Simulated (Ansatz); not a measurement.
Run report: C$_{18}$HF, nudged elastic band (part 2 of 2)

C$_{18}$HF (slab, 20 atoms in the cell); DFT PBE, scalar-relativistic, plane waves, PAW, no spin polarisation (Ansatz 0.2.0); cutoff 420 eV, 2×2×1 k-mesh, Gaussian smearing of 0.02 eV. One setting was made poor on purpose. It belongs to a series of runs on one base structure; here: band between the two ends.

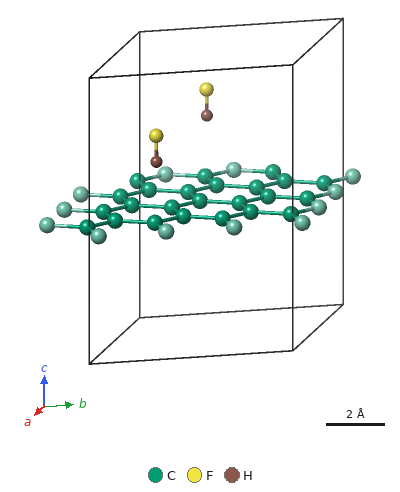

The input geometry (ball-and-stick view of the cell of the calculation, with the vacuum cut short, seen slightly off an axis; neighbours outside the cell are drawn fainter).

## Output, continued
```
  k-point 2: bands = ["-22.0301", "-20.5929", "-20.4645", "-19.2696", "-19.2400", "-16.9050", "-16.8220", "-16.7349", "-16.7155", "-16.0020", "-14.9241", "-13.2663", "-13.1067", "-13.0514", "-13.0402", "-9.9837", "-9.7762", "-9.7623", "-9.7300", "-9.5980", "-9.4384", "-8.9584", "-8.4201", "-8.1793", "-8.1301", "-8.1067", "-7.5057", "-7.0924", "-7.0155", "-6.8995", "-5.9218", "-5.7685", "-5.7533", "-4.4201", "-4.3676", "-4.2152", "-4.0328", "-3.3795", "-3.0274", "-2.9269", "-0.9000", "0.2941", "0.8406", "0.9220", "0.9714", "2.8506", "3.1107", "3.5417", "4.2001", "4.4559", "4.6410", "4.8277", "4.8651", "5.1832", "5.2573", "5.6014", "5.9353", "6.0657", "6.4106", "6.5880"]
  k-point 3: bands = ["-22.0310", "-20.5589", "-20.4959", "-19.2892", "-19.2274", "-16.8668", "-16.8291", "-16.7538", "-16.7266", "-15.9858", "-14.9278", "-13.2548", "-13.1140", "-13.0848", "-13.0247", "-10.0284", "-9.8078", "-9.7288", "-9.7021", "-9.5984", "-9.4363", "-9.0314", "-8.4323", "-8.1771", "-8.0797", "-8.0463", "-7.4755", "-7.0526", "-6.9890", "-6.9320", "-5.9640", "-5.8509", "-5.5000", "-4.6072", "-4.4391", "-4.2855", "-4.0857", "-3.3826", "-2.9752", "-2.7177", "-1.1199", "0.4023", "0.8709", "0.8940", "1.0324", "2.8502", "3.0401", "3.5792", "4.2738", "4.3481", "4.5935", "4.8814", "4.9393", "5.1966", "5.2499", "5.6565", "5.9470", "6.1193", "6.3325", "6.5222"]
this run last wrote the band of iteration 16 to [file]
--- NEB band (6 images, 16 band iterations, 556 SCF iterations) ---
  forward barrier  = 2.807304 eV
  backward barrier = 0.579647 eV
  lagrangian_above_aufbau_ev (what the smearing adds, to first order; not taken off the barriers): saddle image -0.000000 eV, end points -0.000000 and -0.000000 eV
  energies are F+E_penalty+E_count in eV, relative to image 0
  image     s (Å)  Δ vs image 0  max|band force component| (eV/Å)
      0    0.0000      0.000000                                 —
      1    0.9699      0.000028                          1.677e-2
      2    1.9396      0.005125                          1.335e-2
      3    2.9091      0.177969                          5.443e-3
  *   4    3.8786      2.807304                          4.603e-3
      5    4.8481      2.227657                                 —
  highest-image geometry (image 4):
  cell:  # Å, volume = 568.7750 Å³
    - [7.398, 0.0, 0.0]
    - [-3.699, 6.406856, 0.0]
    - [0.0, 0.0, 12.0]
  atoms:
    - { symbol: C, position: [0.0023599618976017597, -0.004544802053989556, 0.07341718762167915] }
    - { symbol: C, position: [0.22390487034227285, 0.1063358722671268, 0.07992596539602159] }
    - { symbol: C, position: [-0.003238226409493228, 0.32686546924102267, 0.09982229143271139] }
    - { symbol: C, position: [0.22588602697386545, 0.441440412352841, 0.08746204533144754] }
    - { symbol: C, position: [0.002356588460694531, 0.6638936887994542, 0.0734635088454959] }
    - { symbol: C, position: [0.22390318931778633, 0.7745621113167827, 0.07992863481096238] }
    - { symbol: C, position: [0.3356831721759731, -0.003662058801132528, 0.08300974308380445] }
    - { symbol: C, position: [0.5601304103351109, 0.1085548726134184, 0.08583719228312756] }
    - { symbol: C, position: [0.33580984267161607, 0.33106595576393205, 0.08024004401764816] }
    - { symbol: C, position: [0.5565698773833196, 0.44137304851230874, 0.07249135855258165] }
    - { symbol: C, position: [0.33580813539702875, 0.6617372996267162, 0.08022245948384712] }
    - { symbol: C, position: [0.5565672150361548, 0.7721878801790152, 0.07243583997239127] }
    - { symbol: C, position: [0.6696892992016612, -0.005306409357970389, 0.07385915427245031] }
    - { symbol: C, position: [0.8878520146613377, 0.10229893965480116, 0.07437464496211826] }
    - { symbol: C, position: [0.6696869187353576, 0.33198584237448076, 0.07393930615093271] }
    - { symbol: C, position: [0.8878490047513061, 0.4425424414775148, 0.07446125654085813] }
    - { symbol: C, position: [0.6682060747590444, 0.6625997635410233, 0.0702914061959389] }
    - { symbol: C, position: [0.8901975889405196, 0.7735942849233217, 0.07030263312492735] }
    - { symbol: F, position: [0.6784435141024545, 0.16743884978874124, 0.2579921047812648] }
    - { symbol: H, position: [0.9314625892663877, 0.29409569778059097, 0.19418971513979133] }
```

## The last band as extended XYZ (Å, eV, eV/Å)
```
20
Lattice="7.3980 0.0000 0.0000 -3.6990 6.4069 0.0000 0.0000 0.0000 12.0000" Properties=species:S:1:pos:R:3:forces:R:3 image=0 energy=-5340.77184
C    -0.2144   -0.1222    0.9275   -0.0012   0.0040  -0.0018
C     1.0206    0.5909    0.9265   -0.0065  -0.0052   0.0000
C    -1.4349    2.0073    0.9371    0.0138   0.0070  -0.0027
C    -0.2128    2.7128    0.9334   -0.0067  -0.0018   0.0033
C    -2.6794    4.1353    0.9274    0.0080  -0.0022  -0.0007
C    -1.4338    4.8542    0.9270   -0.0146  -0.0065   0.0003
C     2.2652   -0.1279    0.9269    0.0065   0.0071  -0.0008
C     3.4845    0.5761    0.9285   -0.0126  -0.0035   0.0000
C     1.0217    1.9987    0.9282    0.0053   0.0070   0.0019
C     2.2655    2.7184    0.9273   -0.0051  -0.0031   0.0009
C    -0.2143    4.1514    0.9287    0.0083  -0.0047   0.0022
C     1.0205    4.8625    0.9280    0.0000   0.0002   0.0004
C     4.7184   -0.1368    0.9291    0.0098  -0.0057  -0.0007
C     5.9637    0.5804    0.9314    0.0042  -0.0130  -0.0034
C     3.4839    2.0138    0.9284   -0.0048   0.0032   0.0004
C     4.7170    2.7276    0.9305   -0.0023   0.0131   0.0000
C     2.2653    4.1433    0.9276   -0.0007   0.0024   0.0005
C     3.4843    4.8472    0.9268   -0.0020   0.0012   0.0002
F     6.4195    2.1652    4.1588   -0.0005  -0.0001  -0.0204
H     6.3982    2.1723    3.2208    0.0011   0.0008   0.0208
20
Lattice="7.3980 0.0000 0.0000 -3.6990 6.4069 0.0000 0.0000 0.0000 12.0000" Properties=species:S:1:pos:R:3:forces:R:3 image=1 energy=-5340.77181
C    -0.1409   -0.0579    0.9062   -0.0085  -0.0153   0.0009
C     1.0770    0.6466    0.9040    0.0145   0.0043  -0.0004
C    -1.3776    2.0650    0.9138   -0.0139   0.0063   0.0009
C    -0.1404    2.7786    0.9080   -0.0036   0.0115  -0.0004
C    -2.6226    4.2100    0.9055    0.0077   0.0006   0.0006
C    -1.3776    4.9281    0.9055   -0.0032  -0.0110   0.0000
C     2.3214   -0.0716    0.9042   -0.0071   0.0088   0.0000
C     3.5564    0.6414    0.9044   -0.0009   0.0126   0.0006
C     1.0771    2.0738    0.9046    0.0169  -0.0011  -0.0006
C     2.3214    2.7925    0.9041   -0.0062  -0.0090  -0.0008
C    -0.1420    4.2151    0.9061   -0.0064  -0.0058  -0.0006
C     1.0768    4.9177    0.9057    0.0133  -0.0001  -0.0004
C     4.7743   -0.0631    0.9066    0.0122   0.0015  -0.0004
C     6.0204    0.6547    0.9112   -0.0103  -0.0080   0.0005
C     3.5562    2.0789    0.9045   -0.0038  -0.0089  -0.0006
C     4.7738    2.7839    0.9072    0.0109  -0.0043   0.0003
C     2.3214    4.1996    0.9054   -0.0038   0.0108  -0.0001
C     3.5567    4.9125    0.9051   -0.0081   0.0083   0.0004
F     6.0546    1.6388    4.1369    0.0011  -0.0005  -0.0016
H     6.0622    1.6434    3.1990   -0.0008  -0.0009   0.0019
20
Lattice="7.3980 0.0000 0.0000 -3.6990 6.4069 0.0000 0.0000 0.0000 12.0000" Properties=species:S:1:pos:R:3:forces:R:3 image=2 energy=-5340.76671
C    -0.0531   -0.0294    0.8908    0.0026  -0.0042  -0.0019
C     1.1655    0.6757    0.8875    0.0069  -0.0091  -0.0026
C    -1.2999    2.1006    0.8941   -0.0093  -0.0003   0.0003
C    -0.0528    2.8193    0.8906   -0.0049   0.0093  -0.0003
C    -2.5338    4.2502    0.8866    0.0083   0.0085  -0.0004
C    -1.3001    4.9623    0.8868   -0.0094  -0.0039  -0.0018
C     2.3989   -0.0367    0.8846   -0.0115   0.0047  -0.0002
C     3.6439    0.6824    0.8814    0.0007   0.0059   0.0008
C     1.1656    2.1140    0.8874    0.0084   0.0087  -0.0012
C     2.3989    2.8265    0.8846   -0.0106   0.0003  -0.0012
C    -0.0544    4.2436    0.8875    0.0040  -0.0111  -0.0016
C     1.1653    4.9467    0.8864    0.0035  -0.0095  -0.0004
C     4.8626   -0.0230    0.8853    0.0050   0.0097   0.0004
C     6.0979    0.6895    0.8941   -0.0059  -0.0079  -0.0064
C     3.6440    2.1076    0.8816   -0.0038  -0.0133   0.0010
C     4.8626    2.8129    0.8857    0.0072  -0.0022  -0.0002
C     2.3989    4.2345    0.8867   -0.0070   0.0051  -0.0012
C     3.6445    4.9532    0.8875   -0.0020   0.0087  -0.0002
F     5.3458    1.3751    4.0553    0.0149   0.0030   0.0039
H     5.6582    1.4004    3.1715    0.0029  -0.0025   0.0137
20
Lattice="7.3980 0.0000 0.0000 -3.6990 6.4069 0.0000 0.0000 0.0000 12.0000" Properties=species:S:1:pos:R:3:forces:R:3 image=3 energy=-5340.59387
C    -0.0022   -0.0280    0.9099   -0.0089   0.0075   0.0044
C     1.2344    0.6866    0.9290   -0.0101   0.0075  -0.0383
C    -1.2235    2.1038    0.9338    0.0218   0.0067  -0.2093
C    -0.0017    2.8093    0.9490   -0.0113  -0.0128  -0.0897
C    -2.4652    4.2313    0.9102   -0.0091  -0.0104   0.0041
C    -1.2218    4.9483    0.9298    0.0072  -0.0024  -0.0376
C     2.4772   -0.0310    0.9234    0.0013  -0.0057  -0.0689
C     3.6946    0.6720    0.8952   -0.0162  -0.0154  -0.1139
C     1.2342    2.0946    0.9333   -0.0079  -0.0140  -0.0380
C     2.4765    2.8128    0.9034    0.0107  -0.0026   0.0081
C    -0.0031    4.2443    0.9337   -0.0120   0.0108  -0.0377
C     1.2342    4.9572    0.9036   -0.0083   0.0108   0.0089
C     4.9313   -0.0440    0.8831   -0.0215  -0.0017  -0.0184
C     6.1757    0.6725    0.8970    0.0068   0.0220  -0.0130
C     3.6927    2.1086    0.8838   -0.0071  -0.0072  -0.0183
C     4.9291    2.8243    0.8968    0.0103  -0.0044  -0.0145
C     2.4767    4.2400    0.8986    0.0036  -0.0044   0.0238
C     3.6954    4.9438    0.8987   -0.0024  -0.0074   0.0234
F     4.8011    1.3100    3.4712    0.3071   0.1771   0.2561
H     5.4326    1.6667    2.8603   -0.2541  -0.1540   0.3690
20
Lattice="7.3980 0.0000 0.0000 -3.6990 6.4069 0.0000 0.0000 0.0000 12.0000" Properties=species:S:1:pos:R:3:forces:R:3 image=4 energy=-5337.96453
C     0.0343   -0.0291    0.8810   -0.0051  -0.0029   0.0092
C     1.2631    0.6813    0.9591   -0.0037   0.0045   0.0077
C    -1.2330    2.0942    1.1979   -0.0155  -0.0087  -0.0514
C     0.0382    2.8282    1.0495   -0.0161  -0.0098   0.0164
C    -2.4383    4.2535    0.8816   -0.0054  -0.0030   0.0089
C    -1.2087    4.9625    0.9591    0.0025  -0.0056   0.0077
C     2.4969   -0.0235    0.9961    0.0048   0.0022  -0.0049
C     3.7423    0.6955    1.0300   -0.0052  -0.0030  -0.1120
C     1.2597    2.1211    0.9629   -0.0060  -0.0067   0.0120
C     2.4849    2.8278    0.8699   -0.0039  -0.0027   0.0093
C     0.0365    4.2397    0.9627   -0.0085  -0.0020   0.0122
C     1.2612    4.9473    0.8692   -0.0046  -0.0020   0.0104
C     4.9740   -0.0340    0.8863   -0.0110  -0.0030  -0.0215
C     6.1899    0.6554    0.8925    0.0008  -0.0002  -0.0224
C     3.7263    2.1270    0.8873   -0.0076  -0.0077  -0.0234
C     4.9313    2.8353    0.8935    0.0000   0.0006  -0.0243
C     2.4924    4.2452    0.8435   -0.0049  -0.0033   0.0176
C     3.7242    4.9563    0.8436   -0.0042  -0.0028   0.0148
F     4.3998    1.0728    3.0959    0.2562   0.1491   0.1267
H     5.8031    1.8842    2.3303   -0.1624  -0.0931   0.0070
20
Lattice="7.3980 0.0000 0.0000 -3.6990 6.4069 0.0000 0.0000 0.0000 12.0000" Properties=species:S:1:pos:R:3:forces:R:3 image=5 energy=-5338.54418
C     0.0626   -0.0180    0.8324    0.0250  -0.0032  -0.0143
C     1.2902    0.6851    0.9042   -0.0070  -0.0007   0.0067
C    -1.1728    2.1231    1.2681    0.0211   0.0019   0.0111
C     0.0949    2.8559    0.9559   -0.0110  -0.0159   0.0012
C    -2.4098    4.2641    0.8337    0.0071   0.0201   0.0026
C    -1.1872    4.9762    0.9041   -0.0071  -0.0077   0.0031
C     2.4998   -0.0270    0.9691    0.0153  -0.0008  -0.0004
C     3.7639    0.7016    1.2879   -0.0022   0.0051  -0.0054
C     1.2989    2.1407    0.8943    0.0198   0.0003  -0.0029
C     2.5239    2.8405    0.8229   -0.0129  -0.0067  -0.0043
C     0.0777    4.2560    0.8934    0.0063   0.0165  -0.0055
C     1.2963    4.9665    0.8194   -0.0100  -0.0051   0.0004
C     5.0193   -0.0155    0.9209   -0.0198  -0.0130   0.0024
C     6.2132    0.6683    0.9274   -0.0081   0.0111   0.0073
C     3.7693    2.1485    0.9273    0.0018   0.0083  -0.0163
C     4.9589    2.8406    0.9331   -0.0167  -0.0048  -0.0056
C     2.5259    4.2591    0.7787   -0.0006  -0.0066   0.0106
C     3.7571    4.9700    0.7856    0.0105  -0.0048   0.0000
F     3.7923    0.7126    2.7950   -0.0050  -0.0017   0.0161
H     6.2135    2.1100    2.3866   -0.0063   0.0077  -0.0066
```

This output came from the following input.

## Input
```yaml
crystal:
  lattice:
    - [7.398, 0.0, 0.0]
    - [-3.699, 6.406856, 0.0]
    - [0.0, 0.0, 12.0]
  atoms:
    - { symbol: C, position: [-0.03851474, -0.01907403, 0.07729214] }
    - { symbol: C, position: [0.18406811, 0.09223501, 0.07721009] }
    - { symbol: C, position: [-0.03731262, 0.31330092, 0.07808955] }
    - { symbol: C, position: [0.18293886, 0.42341895, 0.07778366] }
    - { symbol: C, position: [-0.03945067, 0.64544871, 0.07728082] }
    - { symbol: C, position: [0.18502825, 0.75766153, 0.07725348] }
    - { symbol: C, position: [0.29621319, -0.01996774, 0.07723983] }
    - { symbol: C, position: [0.51596214, 0.08991466, 0.07737204] }
    - { symbol: C, position: [0.29408459, 0.31195986, 0.07735393] }
    - { symbol: C, position: [0.51838495, 0.42429861, 0.07727547] }
    - { symbol: C, position: [0.29501174, 0.64796815, 0.07738994] }
    - { symbol: C, position: [0.51741692, 0.75894988, 0.07733182] }
    - { symbol: C, position: [0.62712255, -0.02134628, 0.07742892] }
    - { symbol: C, position: [0.85142273, 0.09058868, 0.07761875] }
    - { symbol: C, position: [0.62808681, 0.31432309, 0.07736695] }
    - { symbol: C, position: [0.85046896, 0.425725, 0.07753997] }
    - { symbol: C, position: [0.62954682, 0.64669815, 0.07730343] }
    - { symbol: C, position: [0.84926598, 0.75656418, 0.07723398] }
    - { symbol: F, position: [1.03670604, 0.33794761, 0.34656894] }
    - { symbol: H, position: [1.03437497, 0.33905154, 0.26839899] }
basis:
  ecutwfc: 420.0
kpoints:
  mp_grid: { grid: [2, 2, 1] }
hamiltonian:
  xc: pbe
scf:
  occupations: { method: gaussian, width: 0.02 }
  lower_state_search: "off"
  max_iter: 67
neb:
  images: 4
  f_tol: 0.05
  max_iterations: 50
  order_check: false
  climbing: false
  final_atoms:
    - { symbol: C, position: [0.00705894, -0.00281012, 0.06936501] }
    - { symbol: C, position: [0.22787478, 0.10693897, 0.07534686] }
    - { symbol: C, position: [0.00715941, 0.3313758, 0.10567893] }
    - { symbol: C, position: [0.23570388, 0.44575549, 0.07965529] }
    - { symbol: C, position: [0.00703814, 0.66555302, 0.0694766] }
    - { symbol: C, position: [0.2278741, 0.77669798, 0.07534394] }
    - { symbol: C, position: [0.33578992, -0.004219, 0.08076083] }
    - { symbol: C, position: [0.56352687, 0.10950041, 0.10732911] }
    - { symbol: C, position: [0.34263623, 0.33411916, 0.07452114] }
    - { symbol: C, position: [0.56283267, 0.44334936, 0.06857796] }
    - { symbol: C, position: [0.34265367, 0.66429544, 0.0744522] }
    - { symbol: C, position: [0.5628251, 0.77519099, 0.06828397] }
    - { symbol: C, position: [0.67725607, -0.00241873, 0.07674055] }
    - { symbol: C, position: [0.89199757, 0.10430458, 0.07728707] }
    - { symbol: C, position: [0.67717553, 0.33534355, 0.07727459] }
    - { symbol: C, position: [0.89199427, 0.44337372, 0.07775525] }
    - { symbol: C, position: [0.67380712, 0.66476616, 0.06488776] }
    - { symbol: C, position: [0.89572069, 0.77572701, 0.06546288] }
    - { symbol: F, position: [0.56821674, 0.1112234, 0.23291933] }
    - { symbol: H, position: [1.00456199, 0.32934014, 0.19888067] }
```

Launched with:
```bash
ansatz run input.yaml --threads 1 --pin off --max-ram 3072MiB --backend cpu --events-out ev --progress --plain --runs-dir out
```

## Key numbers

```csv
quantity,value
outcome,converged
"barrier, forward",2.807 eV
"barrier, backward",0.580 eV
electrons treated,80
hardware,"1 thread of Intel Xeon (Granite Rapids), 16 GiB of memory available, shared host"
wall time,4.3 min
peak memory,0.99 GiB
```

## Notes

A deliberately poor setting: no climbing. The k-point mesh is coarse for a cell of this size, so the results may not be converged. The order of the saddle point was not checked.
